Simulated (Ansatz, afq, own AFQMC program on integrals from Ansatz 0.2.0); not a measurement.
# Al2H3 (doublet): AFQMC on the coupled-cluster ladder at scale of all distances = 1.306, cc-pVDZ

How near does AFQMC come to the top of the ladder for Al2H3 (doublet)?

Method: cc-pVDZ, frozen cores; program: Ansatz 0.2.0, Gaussian basis, and an in-house AFQMC program (afq) on its integrals; all values are calculated.

Plan: PBE (unrestricted); r2SCAN (unrestricted); PBE0 (unrestricted); B3LYP (unrestricted); wB97M-V (unrestricted); B2PLYP (unrestricted); CCSD(T) on UHF; CCSDT(Q) on UHF; Phaseless AFQMC, CISD trial on UHF; CCSD(T) on ROHF; CCSDT(Q) on ROHF; Phaseless AFQMC, CISD trial on ROHF.

2 further runs of the same task are left out: 2 that didn't finish.

## Step 1: The geometry

The geometry derives from a PBE0/def2-TZVP stationary point (not a proven minimum). All distances are scaled together.

5 atoms, charge 0, spin multiplicity 2.

Atoms are counted from 1 here; the program's logs count them from 0.

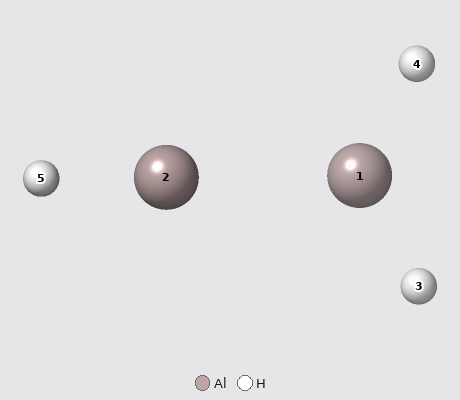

The geometry (aluminium light grey, hydrogen white); atoms are numbered from 1 in the order of the file.

## Step 2: PBE (unrestricted)

in.yaml

```yaml
crystal:
  periodic: [false, false, false]
  atoms:
    - {symbol: Al, position_ang: [0.000000, 0.000000, 1.577672]}
    - {symbol: Al, position_ang: [0.000000, 0.000000, -1.629243]}
    - {symbol: H, position_ang: [0.000000, 1.833855, 2.542753]}
    - {symbol: H, position_ang: [0.000000, -1.833854, 2.542753]}
    - {symbol: H, position_ang: [0.000000, 0.000000, -3.704995]}
basis:
  gaussian: {orbitals: cc-pVDZ}
magnetization: {spin_polarized: true, initial_magnetization: 1}
hamiltonian: {xc: {name: PBE}}
output: {orbitals: {seedname: orbitals}}
```

The run is started by

```
$ ansatz run in.yaml --threads 1 --pin off --events-out ev --progress --plain --max-ram 1382MiB
```

Output:

```text
Functional definition: PBE
  name "PBE"
  cite "Perdew, Burke & Ernzerhof, Phys. Rev. Lett. 77, 3865 (1996) doi:10.1103/PhysRevLett.77.3865"
  parent pbe
  parameter kappa = 0.804
  parameter beta = 0.06672455060314922
  exchange = pbe_x(kappa = kappa, mu = beta*pi^2/3)
  correlation = pbe_c(beta = beta)
680 factors; their error is unknown
mean field evaluation 1: about -13227.7784 eV, gradient 1.3e1 eV
mean field evaluation 2: about -13216.7714 eV, gradient 3.0e1 eV
mean field evaluation 4: about -13227.7690 eV, gradient 9.5e0 eV
mean field evaluation 8: about -13229.8912 eV, gradient 1.9e-1 eV
mean field evaluation 16: about -13229.8523 eV, gradient 3.4e-4 eV
mean field evaluation 32: about -13229.8537 eV, gradient 5.8e-5 eV
mean field evaluation 64: about -13225.3020 eV, gradient 8.9e0 eV
mean field evaluation 96: about -13229.2485 eV, gradient 5.4e-1 eV
mean field evaluation 128: about -13229.6858 eV, gradient 5.4e-1 eV
mean field -13229.85367891 eV, -486.1881551829 hartree, gradient 5.9e-6 eV, S^2 0.764146; 16 other end points of the search recorded, 0 dependent functions left out
reference -13229.85372398 eV, -486.1881568392 hartree; 15, 14 occupied and 36, 37 virtual orbitals, 680 factors
Total energy: -13229.85372398 eV, -486.1881568392 hartree
```

Wall time 7.5 s (1 thread of Intel Xeon 6975P-C (Granite Rapids), shared host).

From the report: ⟨S²⟩ of the determinant 0.764 (pure doublet: 0.75).

## Step 3: r2SCAN (unrestricted)

in.yaml: that of step 2 with these lines changed.

```diff
@@ -11,3 +11,2 @@
 magnetization: {spin_polarized: true, initial_magnetization: 1}
-hamiltonian: {xc: {name: PBE}}
-output: {orbitals: {seedname: orbitals}}
+hamiltonian: {xc: {name: r2SCAN}}
```

Launched as before.

Output, cut to the lines that bear on the results:

```text
Functional definition: r2SCAN
  name "r2SCAN"
  cite "Furness, Kaplan, Ning, Perdew & Sun, J. Phys. Chem. Lett. 11, 8208 (2020) doi:10.1021/acs.jpclett.0c02405"
  cite "Furness, Kaplan, Ning, Perdew & Sun, J. Phys. Chem. Lett. 11, 9248 (2020) doi:10.1021/acs.jpclett.0c03077"
  parent r2scan
[...]
680 factors; their error is unknown
[...]
mean field -13235.59159494 eV, -486.3990197079 hartree, gradient 8.5e-6 eV, S^2 0.796421; 14 other end points of the search recorded, 0 dependent functions left out
reference -13235.59161257 eV, -486.3990203559 hartree; 15, 14 occupied and 36, 37 virtual orbitals, 680 factors
Total energy: -13235.59161257 eV, -486.3990203559 hartree
```

Wall time 14 s (1 thread of Intel Xeon 6975P-C (Granite Rapids), shared host).

From the report: ⟨S²⟩ of the determinant 0.796 (pure doublet: 0.75).

## Step 4: PBE0 (unrestricted)

in.yaml: that of step 3 with these lines changed.

```diff
@@ -11,2 +11,3 @@
 magnetization: {spin_polarized: true, initial_magnetization: 1}
-hamiltonian: {xc: {name: r2SCAN}}
+hamiltonian: {xc: {name: PBE0}}
+output: {orbitals: {seedname: orbitals}}
```

Same command.

Output, cut to the lines that bear on the results:

```text
Functional definition: PBE0
  name "PBE0"
  cite "Adamo & Barone, J. Chem. Phys. 110, 6158 (1999) doi:10.1063/1.478522"
  cite "Perdew, Burke & Ernzerhof, Phys. Rev. Lett. 77, 3865 (1996) doi:10.1103/PhysRevLett.77.3865"
  parent pbe
[...]
490 factors; integrals over basis functions are off by at most 1.2e-3 eV
[...]
mean field -13230.97954007 eV, -486.2295298177 hartree, gradient 6.7e-6 eV, S^2 0.780547; 6 other end points of the search recorded, 0 dependent functions left out
reference -13230.97957390 eV, -486.2295310606 hartree; 15, 14 occupied and 36, 37 virtual orbitals, 490 factors
Total energy: -13230.97957390 eV, -486.2295310606 hartree
```

It took 3.2 s on 1 thread of Intel Xeon 6975P-C (Granite Rapids), shared host.

From the report: ⟨S²⟩ of the determinant 0.781 (pure doublet: 0.75).

## Step 5: B3LYP (unrestricted)

in.yaml: that of step 4 with these lines changed.

```diff
@@ -11,3 +11,2 @@
 magnetization: {spin_polarized: true, initial_magnetization: 1}
-hamiltonian: {xc: {name: PBE0}}
-output: {orbitals: {seedname: orbitals}}
+hamiltonian: {xc: {name: B3LYP}}
```

The command is unchanged.

Output, cut to the lines that bear on the results:

```text
Functional definition: B3LYP
  name "B3LYP"
  cite "Stephens, Devlin, Chabalowski & Frisch, J. Phys. Chem. 98, 11623 (1994) doi:10.1021/j100096a001"
  cite "Becke, Phys. Rev. A 38, 3098 (1988) doi:10.1103/PhysRevA.38.3098"
  cite "Lee, Yang & Parr, Phys. Rev. B 37, 785 (1988) doi:10.1103/PhysRevB.37.785"
  cite "Vosko, Wilk & Nusair, Can. J. Phys. 58, 1200 (1980) doi:10.1139/p80-159"
[...]
490 factors; integrals over basis functions are off by at most 1.2e-3 eV
[...]
mean field -13238.73767314 eV, -486.5146359493 hartree, gradient 4.0e-6 eV, S^2 0.775888; 10 other end points of the search recorded, 0 dependent functions left out
reference -13238.73794835 eV, -486.5146460629 hartree; 15, 14 occupied and 36, 37 virtual orbitals, 490 factors
Total energy: -13238.73794835 eV, -486.5146460629 hartree
```

Run time: 4.5 s. Hardware: 1 thread of Intel Xeon 6975P-C (Granite Rapids), shared host.

From the report: ⟨S²⟩ of the determinant 0.776 (pure doublet: 0.75).

## Step 6: wB97M-V (unrestricted)

in.yaml: that of step 5 with these lines changed.

```diff
@@ -11,2 +11,3 @@
 magnetization: {spin_polarized: true, initial_magnetization: 1}
-hamiltonian: {xc: {name: B3LYP}}
+hamiltonian: {xc: {name: wB97M-V}}
+output: {orbitals: {seedname: orbitals}}
```

The command is unchanged.

Output, cut to the lines that bear on the results:

```text
Functional definition: wB97M-V
  name "wB97M-V"
  cite "Mardirossian & Head-Gordon, J. Chem. Phys. 144, 214110 (2016) doi:10.1063/1.4952647"
  cite "Becke, J. Chem. Phys. 107, 8554 (1997) doi:10.1063/1.475007"
  cite "Vydrov & Van Voorhis, J. Chem. Phys. 133, 244103 (2010) doi:10.1063/1.3521275"
  # Of w^i u^j: cxij and so on, Table III.
[...]
  gx(w, u) = 1 - cx + cx01*u + cx10*w
  gss(w, u) = css00 + css04*u^4 + css10*w + css20*w^2 + css43*w^4*u^3
  gos(w, u) = cos00 + cos10*w + (cos20 + cos21*u)*w^2 + (cos60 + cos61*u)*w^6
[...]
      + integral(e_c_pw_mod_opposite_spin*gos(b97_w_opposite, b97_u_opposite)) + vv10(b, c)
490 factors; integrals over basis functions are off by at most 1.2e-3 eV
191 factors; integrals over basis functions are off by at most 2.4e-5 eV
[...]
mean field -13235.97747046 eV, -486.4132003715 hartree, gradient 1.2e-5 eV, S^2 0.775565; 2 other end points of the search recorded, 0 dependent functions left out
reference -13235.97752430 eV, -486.4132023502 hartree; 15, 14 occupied and 36, 37 virtual orbitals, 490 factors
Total energy: -13235.97752430 eV, -486.4132023502 hartree
```

Wall time 7.5 s (1 thread of Intel Xeon 6975P-C (Granite Rapids), shared host).

From the report: ⟨S²⟩ of the determinant 0.776 (pure doublet: 0.75).

## Step 7: B2PLYP (unrestricted)

in.yaml: that of step 6 with these lines changed.

```diff
@@ -11,3 +11,3 @@
 magnetization: {spin_polarized: true, initial_magnetization: 1}
-hamiltonian: {xc: {name: wB97M-V}}
-output: {orbitals: {seedname: orbitals}}
+hamiltonian: {xc: {name: B2PLYP}}
+correlation: {electrons: outside_noble_gas}
```

Launched as before.

Output, cut to the lines that bear on the results:

```text
Functional definition: B2PLYP
  name "B2PLYP"
  cite "Grimme, J. Chem. Phys. 124, 034108 (2006) doi:10.1063/1.2148954"
  cite "Becke, Phys. Rev. A 38, 3098 (1988) doi:10.1103/PhysRevA.38.3098"
  cite "Lee, Yang & Parr, Phys. Rev. B 37, 785 (1988) doi:10.1103/PhysRevB.37.785"
[...]
490 factors; integrals over basis functions are off by at most 1.2e-3 eV
[...]
mean field -13229.36605279 eV, -486.1702352535 hartree, gradient 5.3e-6 eV, S^2 0.817504; 6 other end points of the search recorded, 0 dependent functions left out
10 core orbitals not correlated: weight in the atoms' cores, before any rotation towards them, 1.000 or more for the frozen orbitals, at most 0.000 for the correlated occupied ones
reference -13229.36622634 eV, -486.1702416315 hartree; 5, 4 occupied and 36, 37 virtual orbitals, 490 factors
second order -4.18347776 eV of doubles, -0.00000000 eV of singles
Total energy: -13230.49576534 eV, -486.2117514240 hartree
```

Wall time 3.3 s (1 thread of Intel Xeon 6975P-C (Granite Rapids), shared host).

From the report: ⟨S²⟩ of the determinant 0.818 (pure doublet: 0.75).

## Step 8: CCSD(T) on UHF

in.yaml: that of step 7 with these lines changed.

```diff
@@ -11,3 +11,2 @@
 magnetization: {spin_polarized: true, initial_magnetization: 1}
-hamiltonian: {xc: {name: B2PLYP}}
-correlation: {electrons: outside_noble_gas}
+correlation: {method: ccsd_t, electrons: outside_noble_gas, hamiltonian_folder: ham}
```

Launched as before.

Output, cut to the lines that bear on the results:

```text
Functional definition: HF
  name "HF"
  cite "Fock, Z. Phys. 61, 126 (1930) doi:10.1007/BF01340294"
  parent pbe
[...]
490 factors; integrals over basis functions are off by at most 1.2e-3 eV
[...]
mean field -13208.15342784 eV, -485.3906856653 hartree, gradient 2.3e-6 eV, S^2 0.912910; 17 other end points of the search recorded, 0 dependent functions left out
determinant -13208.15342784 eV, -485.3906856653 hartree, with singles and doubles -13212.53943052 eV, -485.5518682908 hartree
determinant -13207.67252770 eV, -485.3730129111 hartree, with singles and doubles -13212.03947347 eV, -485.5334952082 hartree
determinant -13207.48967473 eV, -485.3662931881 hartree, with singles and doubles -13211.72210278 eV, -485.5218320501 hartree
determinant -13207.42618792 eV, -485.3639600910 hartree, with singles and doubles -13212.12812600 eV, -485.5367531283 hartree
[...]
determinant -13208.15342784 eV, -485.3906856653 hartree, with singles and doubles -13212.53955832 eV, -485.5518729871 hartree
determinant -13207.67252770 eV, -485.3730129111 hartree, with singles and doubles -13212.07220565 eV, -485.5346980935 hartree
determinant -13207.42618792 eV, -485.3639600910 hartree, with singles and doubles -13212.13249358 eV, -485.5369136342 hartree
10 core orbitals not correlated: weight in the atoms' cores, before any rotation towards them, 1.000 or more for the frozen orbitals, at most 0.000 for the correlated occupied ones
reference -13208.15342784 eV, -485.3906856653 hartree; 5, 4 occupied and 36, 37 virtual orbitals, 490 factors
second order -3.05183665 eV of doubles, -0.00000000 eV of singles
cycle   1  -4.38612440 eV  change    6.1e-6 eV  update   3.4e-6
cycle   2  -4.38611885 eV  change    5.5e-6 eV  update   2.5e-6
perturbative correction -0.13031309 eV, -0.0047889175 hartree
Total energy: -13212.66985978 eV, -485.5566614776 hartree
```

Run time: 10 s. Hardware: 1 thread of Intel Xeon 6975P-C (Granite Rapids), shared host.

From the report: ⟨S²⟩ of the determinant 0.913 (pure doublet: 0.75); correlation -4.5164 eV; T1 0.035; largest double amplitude 0.07.

This run also writes the integrals to the folder ham.

## Step 9: CCSDT(Q) on UHF

in.yaml: that of step 8 with these lines changed.

```diff
@@ -11,2 +11,2 @@
 magnetization: {spin_polarized: true, initial_magnetization: 1}
-correlation: {method: ccsd_t, electrons: outside_noble_gas, hamiltonian_folder: ham}
+correlation: {method: ccsdt_q, electrons: outside_noble_gas}
```

The command is unchanged.

Output, cut to the lines that bear on the results:

```text
Functional definition: HF
  name "HF"
  cite "Fock, Z. Phys. 61, 126 (1930) doi:10.1007/BF01340294"
  parent pbe
[...]
938 factors; integrals over basis functions are off by at most 2.1e-7 eV
[...]
mean field -13208.15343363 eV, -485.3906858780 hartree, gradient 2.3e-6 eV, S^2 0.912911; 17 other end points of the search recorded, 0 dependent functions left out
determinant -13208.15343363 eV, -485.3906858780 hartree, with singles and doubles -13212.53945390 eV, -485.5518691498 hartree
determinant -13207.67253998 eV, -485.3730133624 hartree, with singles and doubles -13212.03947314 eV, -485.5334951959 hartree
determinant -13207.48969026 eV, -485.3662937591 hartree, with singles and doubles -13211.72210728 eV, -485.5218322157 hartree
determinant -13207.42618986 eV, -485.3639601624 hartree, with singles and doubles -13212.12813287 eV, -485.5367533807 hartree
[...]
determinant -13208.15343363 eV, -485.3906858780 hartree, with singles and doubles -13212.53958177 eV, -485.5518738489 hartree
determinant -13207.67253998 eV, -485.3730133624 hartree, with singles and doubles -13212.07221064 eV, -485.5346982770 hartree
determinant -13207.42618986 eV, -485.3639601624 hartree, with singles and doubles -13212.13249995 eV, -485.5369138682 hartree
10 core orbitals not correlated: weight in the atoms' cores, before any rotation towards them, 1.000 or more for the frozen orbitals, at most 0.000 for the correlated occupied ones
reference -13208.15343363 eV, -485.3906858780 hartree; 5, 4 occupied and 36, 37 virtual orbitals, 938 factors
second order -3.05191954 eV of doubles, -0.00000000 eV of singles
cycle   1  -3.82804744 eV  change   -7.8e-1 eV  update   1.1e-1
[...]
cycle  21  -4.57415506 eV  change   -4.3e-7 eV  update   3.5e-7
perturbative correction -0.00773310 eV, -0.0002841861 hartree
Total energy: -13212.73532179 eV, -485.5590671620 hartree
```

Wall time 32 s (1 thread of Intel Xeon 6975P-C (Granite Rapids), shared host); peak memory 0.45 GiB.

From the report: ⟨S²⟩ of the determinant 0.913 (pure doublet: 0.75); correlation -4.5819 eV; T1 0.038; largest double amplitude 0.09.

## Step 10: Phaseless AFQMC, CISD trial on UHF

It reads the integrals that the CCSD(T) run on this determinant wrote.

The run is started by

```
$ afq ham --method phaseless --trial cisd --walkers 60 --populations 1 --least-time 40 --time-step 0.005 --steps-per-block 50 --equilibration-blocks 40 --max-blocks 300 --target-error 0.00072 --factor-cut 1e-05 --start spin_pure --seed 5533 --release-times 0.24,0.51,0.99,1.62,2.4 --release-step 0.03 --release-every 4 --taylor-order 6
```

Output:

```text
orbitals 41  electrons 5 4  factors 286 of 490
reference energy -485.39068567 Eh
CCSD correlation -0.16118653 Eh in 15 cycles, weight of the determinant in the CISD state 0.8208
energy of the start -485.546865 Eh
 block  time / (1/Eh)  mean weight  energy / Eh
     1     0.250  1.0002  -485.546046
     2     0.500  0.9991  -485.546974
     3     0.750  1.0007  -485.548498
     4     1.000  0.9990  -485.549453
     5     1.250  1.0004  -485.549667
     6     1.500  0.9986  -485.551081
     7     1.750  1.0000  -485.552983
     8     2.000  1.0011  -485.553783
     9     2.250  0.9993  -485.556061
    10     2.500  1.0006  -485.556784
    11     2.750  1.0006  -485.557381
    16     4.000  1.0023  -485.556144
    21     5.250  0.9987  -485.558345
    26     6.500  0.9991  -485.556928
    31     7.750  1.0017  -485.555831
    36     9.000  1.0012  -485.560773
    41    10.250  0.9991  -485.556527
    46    11.500  0.9983  -485.561017
    51    12.750  0.9995  -485.572765
    56    14.000  0.9984  -485.559674
    61    15.250  0.9998  -485.558458
    66    16.500  1.0011  -485.556121
    71    17.750  0.9987  -485.561171
    76    19.000  1.0003  -485.557589
    81    20.250  0.9995  -485.557947
    86    21.500  1.0000  -485.552669
    91    22.750  0.9986  -485.554355
    96    24.000  1.0009  -485.554297
   101    25.250  0.9984  -485.556063
   106    26.500  1.0002  -485.560587
   111    27.750  1.0008  -485.553405
   116    29.000  0.9989  -485.558063
   121    30.250  1.0006  -485.557732
   126    31.500  0.9994  -485.558244
   131    32.750  1.0010  -485.555769
   136    34.000  1.0030  -485.557473
   141    35.250  0.9995  -485.564979
   146    36.500  0.9980  -485.557281
   151    37.750  1.0003  -485.555645
   156    39.000  0.9995  -485.559228
   161    40.250  0.9979  -485.555310
   166    41.500  0.9992  -485.555583
   171    42.750  1.0004  -485.556597
   176    44.000  0.9988  -485.555697
   181    45.250  0.9993  -485.562073
   186    46.500  0.9993  -485.556907
   191    47.750  0.9998  -485.557873
   196    49.000  1.0009  -485.557167
blocks merged  error / Eh  count
     1  0.000240  160
     2  0.000300  80
     4  0.000373  40
     8  0.000449  20
    16  0.000582  10
released: time / (1/Eh)  energy / Eh  error  mean overlap
  0.24  -485.557958  0.000454  1.0017
  0.51  -485.557767  0.000376  1.0082
  0.99  -485.558481  0.000425  0.9995
  1.62  -485.558583  0.000520  1.0061
  2.40  -485.558743  0.000458  1.0156
energy -485.557626 +/- 0.000449 Eh
```

Run time: 5.3 min. Hardware: 1 thread of Intel Xeon 6975P-C (Granite Rapids), shared host.

Energy -13212.6961 ± 0.0122 eV. Caveats: constraint bias not in the error. The error still grows with block length (0.0102 to 0.0159 eV), so the bar may be too small.

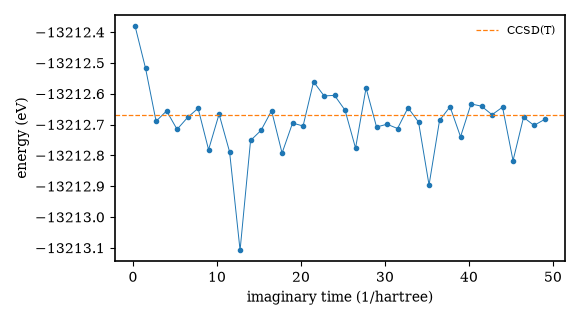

Block energies along the walk.

## Step 11: CCSD(T) on ROHF

in.yaml: that of step 9 with these lines changed.

```diff
@@ -10,3 +10,3 @@
   gaussian: {orbitals: cc-pVDZ}
-magnetization: {spin_polarized: true, initial_magnetization: 1}
-correlation: {method: ccsdt_q, electrons: outside_noble_gas}
+magnetization: {spin_polarized: false, initial_magnetization: 1}
+correlation: {method: ccsd_t, electrons: outside_noble_gas, hamiltonian_folder: ham}
```

The run is started by

```
$ ansatz run in.yaml --threads 1 --pin off --events-out ev --progress --plain --max-ram 1382MiB
```

Output, cut to the lines that bear on the results:

```text
Functional definition: HF
  name "HF"
  cite "Fock, Z. Phys. 61, 126 (1930) doi:10.1007/BF01340294"
  parent pbe
[...]
490 factors; integrals over basis functions are off by at most 1.2e-3 eV
[...]
mean field -13207.86167043 eV, -485.3799637781 hartree, gradient 8.9e-6 eV, S^2 0.750000; 12 other end points of the search recorded, 0 dependent functions left out
[...]
determinant -13207.86167043 eV, -485.3799637781 hartree, with singles and doubles -13212.53272766 eV, -485.5516219651 hartree
determinant -13207.33077993 eV, -485.3604539122 hartree, with singles and doubles -13212.13445284 eV, -485.5369856356 hartree
determinant -13207.05876906 eV, -485.3504576969 hartree, with singles and doubles -13211.80827010 eV, -485.5249986409 hartree
determinant -13205.59961915 eV, -485.2968349270 hartree, with singles and doubles -13210.75065999 eV, -485.4861321862 hartree
determinant -13207.86167043 eV, -485.3799637781 hartree, with singles and doubles -13212.53267570 eV, -485.5516200557 hartree
determinant -13207.33077993 eV, -485.3604539122 hartree, with singles and doubles -13212.13501970 eV, -485.5370064674 hartree
10 core orbitals not correlated: weight in the atoms' cores, before any rotation towards them, 1.000 or more for the frozen orbitals, at most 0.000 for the correlated occupied ones
reference -13207.86167043 eV, -485.3799637781 hartree; 5, 4 occupied and 36, 37 virtual orbitals, 490 factors
second order -3.28442180 eV of doubles, -0.07037933 eV of singles
cycle   1  -4.67100565 eV  change   -3.7e-7 eV  update   2.5e-6
perturbative correction -0.14250854 eV, -0.0052370924 hartree
Total energy: -13212.67518462 eV, -485.5568571618 hartree
```

Wall time 7 s (1 thread of Intel Xeon 6975P-C (Granite Rapids), shared host).

From the report: correlation -4.8135 eV; T1 0.042; largest double amplitude 0.07.

This run also writes the integrals to the folder ham.

[end of part 1 of 2]
